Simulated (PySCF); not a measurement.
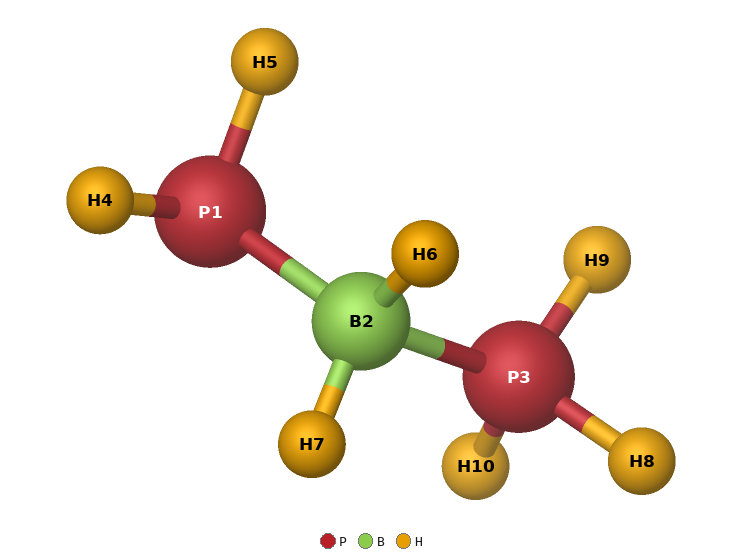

The computed structure is the end point of a PBE0-D3(BJ)/def2-SVP optimisation. No frequency run is at hand to confirm it as a minimum. Level of theory: delta-SCF UKS HF, pcX-2 on the ionised atom, pcseg-1 elsewhere, spin-free X2C (PySCF 2.14.0).

Give the core-electron binding energies (to vacuum; p and d levels without spin–orbit splitting) of P1 1s, P1 2p, B2 1s, P3 1s, P3 2p.

```tsv
atom	level	binding energy (eV)
P1	1s	2149.7
P1	2p	135.0
B2	1s	193.8
P3	1s	2153.3
P3	2p	138.4
```
